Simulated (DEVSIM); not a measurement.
Structure: abrupt Si p-n junction, at 400 K.

```csv
layer (left to right),material,thickness (μm),Nd (cm⁻³),Na (cm⁻³),τn (s),τp (s)
1,Si,74.0,-,7.6e17,0.00011,0.00011
2,Si,3.40,1.6e13,-,0.00011,0.00011
```

Left contact: ohmic. Right contact: ohmic. Voltage is applied to the left contact. Recombination: SRH at mid-gap, radiative, Auger. Mobility is μmin + (μ − μmin)/(1 + (N/Nref)^α).

Constants are typed, rounded textbook-type inputs, not results; the design itself was drawn at random and stands for no fabricated device. Values at 300 K; Nc and Nv go as T^1.5, mobilities as T to minus their exponent, the gap by Varshni's rule with the affinity fixed.

```
parameter               Si
----------------  --------
gap (eV)             1.124
affinity (eV)         4.05
permittivity          11.7
Nc (cm⁻³)          2.86e19
Nv (cm⁻³)           3.1e19
μn (cm²/Vs)           1417
μp (cm²/Vs)            470
μn,min                  52
μp,min                  45
Nref,n              9.7e16
Nref,p              2.2e17
αn                    0.68
αp                    0.72
T exponent of μn       2.3
T exponent of μp       2.2
B (cm³/s)          4.7e-15
Cn (cm⁶/s)         2.8e-31
Cp (cm⁶/s)         9.9e-32
Varshni α (eV/K)  0.000473
Varshni β (K)          636
```

Simulated with DEVSIM: 1D drift-diffusion, Boltzmann statistics, complete ionisation; no tunnelling, impact ionisation, image-force lowering or self-heating.

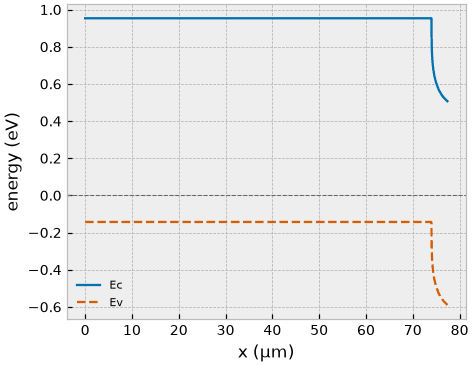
Fig. 1. Band edges at zero bias

Energies count from the Fermi level of the right contact; mesh points crowd at the junctions.

| x (μm) | Ec (eV) | Ev (eV) | n (cm⁻³) | p (cm⁻³) | field (V/cm) |
|---|---|---|---|---|---|
| 0.000 | 0.954 | -0.143 | 4.2e7 | 7.6e17 | ≈ 0 |
| 0.04258 | 0.954 | -0.143 | 4.2e7 | 7.6e17 | ≈ 0 |
| 0.1606 | 0.954 | -0.143 | 4.2e7 | 7.6e17 | ≈ 0 |
| 0.4880 | 0.954 | -0.143 | 4.2e7 | 7.6e17 | ≈ 0 |
| 1.944 | 0.954 | -0.143 | 4.2e7 | 7.6e17 | ≈ 0 |
| 5.432 | 0.954 | -0.143 | 4.2e7 | 7.6e17 | ≈ 0 |
| 15.10 | 0.954 | -0.143 | 4.2e7 | 7.6e17 | ≈ 0 |
| 50.39 | 0.954 | -0.143 | 4.2e7 | 7.6e17 | ≈ 0 |
| 65.50 | 0.954 | -0.143 | 4.2e7 | 7.6e17 | ≈ 0 |
| 70.82 | 0.954 | -0.143 | 4.2e7 | 7.6e17 | ≈ 0 |
| 72.87 | 0.954 | -0.143 | 4.2e7 | 7.6e17 | ≈ 0 |
| 73.72 | 0.954 | -0.143 | 4.2e7 | 7.6e17 | ≈ 0 |
| 73.92 | 0.954 | -0.143 | 4.2e7 | 7.6e17 | ≈ 0 |
| 73.98 | 0.951 | -0.145 | 4.6e7 | 7.0e17 | -5000 |
| 74.03 | 0.831 | -0.266 | 1.5e9 | 2.2e16 | -15000 |
| 74.13 | 0.751 | -0.345 | 1.5e10 | 2.1e15 | -4900 |
| 74.40 | 0.676 | -0.421 | 1.4e11 | 2.4e14 | -1800 |
| 75.14 | 0.595 | -0.501 | 1.4e12 | 2.3e13 | -730 |
| 76.74 | 0.523 | -0.573 | 1.1e13 | 2.9e12 | -270 |
| 77.17 | 0.513 | -0.584 | 1.5e13 | 2.1e12 | -230 |
| 77.33 | 0.509 | -0.587 | 1.7e13 | 1.9e12 | -230 |
| 77.40 | 0.507 | -0.589 | 1.8e13 | 1.8e12 | -230 |
